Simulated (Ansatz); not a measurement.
**SnH2Cl radical (SMILES [Cl][SnH2]): functionals against CCSD(T) at one geometry**

How do the functionals fare away from a minimum? The structure is a structure displaced at random from a GFN2-xTB minimum.

Program: Ansatz 0.2.0, Gaussian basis. Level of theory: single points in def2-TZVPP. These are calculated values, not measurements.

Correlated methods freeze the cores. Filled d shells of the heavier atoms are correlated. Core potentials replace the inner electrons past krypton, and spin-orbit coupling is left out. Orbitals are unrestricted.

### 1 The starting structure

4 atoms, charge 0, spin multiplicity 2.

Atoms are counted from 1 here; the program's logs count them from 0.

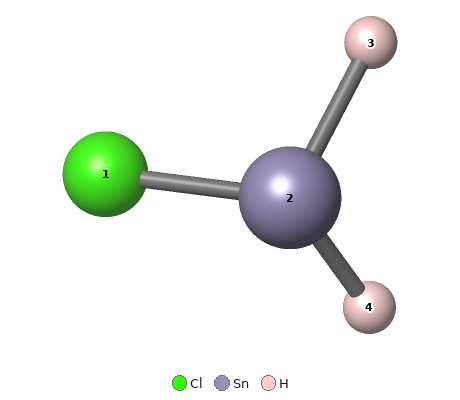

As it starts; chlorine green, tin purple, hydrogen pink; atoms are numbered from 1 in the order of the file.

As a file:

```
Cl   -1.9050    0.3034   -0.4460
Sn    0.3600   -0.1269   -0.5423
H     0.4933   -1.4868    1.0737
H     1.1935    1.3362    0.2812
```

### 2 CCSD(T)/def2-TZVPP

run/in.yaml

```yaml
crystal:
  periodic: [false, false, false]
  atoms:
    - {symbol: Cl, position_ang: [-1.905000, 0.303400, -0.446000]}
    - {symbol: Sn, position_ang: [0.360000, -0.126900, -0.542300]}
    - {symbol: H, position_ang: [0.493300, -1.486800, 1.073700]}
    - {symbol: H, position_ang: [1.193500, 1.336200, 0.281200]}
basis:
  gaussian: {orbitals: def2-TZVPP}
magnetization: {spin_polarized: true, initial_magnetization: 1}
correlation: {method: ccsd_t}
scf: {omitted_lower_state_checks: [cluster_reference]}
output: {forces: true}
```

No record of the launch command was kept for these runs.

### 3 PBE0-D4/def2-TZVPP

run/in.yaml: that of step 2 with these lines changed.

```diff
@@ -10,4 +10,3 @@
 magnetization: {spin_polarized: true, initial_magnetization: 1}
-correlation: {method: ccsd_t}
-scf: {omitted_lower_state_checks: [cluster_reference]}
-output: {forces: true}
+hamiltonian: {xc: pbe0, dispersion: d4}
+output: {forces: true, orbitals: {seedname: orbitals}}
```

### 4 wB97M-V/def2-TZVPP

run/in.yaml: that of step 3 with these lines changed.

```diff
@@ -10,3 +10,3 @@
 magnetization: {spin_polarized: true, initial_magnetization: 1}
-hamiltonian: {xc: pbe0, dispersion: d4}
-output: {forces: true, orbitals: {seedname: orbitals}}
+hamiltonian: {xc: {name: wB97M-V}}
+output: {forces: true}
```

### 5 r2SCAN-D4/def2-TZVPP

run/in.yaml: that of step 4 with these lines changed.

```diff
@@ -10,3 +10,3 @@
 magnetization: {spin_polarized: true, initial_magnetization: 1}
-hamiltonian: {xc: {name: wB97M-V}}
+hamiltonian: {xc: r2scan, dispersion: d4}
 output: {forces: true}
```

### 6 PBE-D4/def2-TZVPP

run/in.yaml: that of step 5 with these lines changed.

```diff
@@ -10,3 +10,3 @@
 magnetization: {spin_polarized: true, initial_magnetization: 1}
-hamiltonian: {xc: r2scan, dispersion: d4}
+hamiltonian: {xc: pbe, dispersion: d4}
 output: {forces: true}
```

### 7 LC-wPBE/def2-TZVPP

run/in.yaml: that of step 6 with these lines changed.

```diff
@@ -10,3 +10,3 @@
 magnetization: {spin_polarized: true, initial_magnetization: 1}
-hamiltonian: {xc: pbe, dispersion: d4}
+hamiltonian: {xc: {name: LC-wPBE}}
 output: {forces: true}
```

### 8 BLYP-D4/def2-TZVPP

run/in.yaml: that of step 7 with these lines changed.

```diff
@@ -10,3 +10,3 @@
 magnetization: {spin_polarized: true, initial_magnetization: 1}
-hamiltonian: {xc: {name: LC-wPBE}}
+hamiltonian: {xc: {name: BLYP}, dispersion: d4}
 output: {forces: true}
```

(Steps that only read results are left out.)

What does the calculation give? Wanted: energy less free atoms, CCSD(T)/def2-TZVPP; RMS force component; RMS force error; HOMO and LUMO, PBE0-D4; T1 diagnostic.

**Answer**, as computed:

```
                                  quantity                                                                                           value
energy less free atoms, CCSD(T)/def2-TZVPP                                                                                       -7.498 eV
                       RMS force component                                                            0.976 to 1.285 eV/Å over the methods
                           RMS force error  PBE0-D4 0.091, wB97M-V 0.026, r2SCAN-D4 0.129, PBE-D4 0.288, LC-wPBE 0.180, BLYP-D4 0.449 eV/Å
                    HOMO and LUMO, PBE0-D4                                                                              -7.17 and -4.39 eV
                             T1 diagnostic                                                                                           0.021
```

**Reading.** Against CCSD(T) the functionals' energies less atoms differ by -0.464 to +0.041 eV, PBE-D4 by -0.464 eV. The reference is not at the basis limit: in triple zeta CCSD(T) underbinds, which counts against methods that bind more; the gaps are no ranking. For forces wB97M-V does best and BLYP-D4 worst. Frozen-core CCSD(T) forces in triple zeta carry basis errors of their own, and this is one geometry, so small gaps rank nothing.
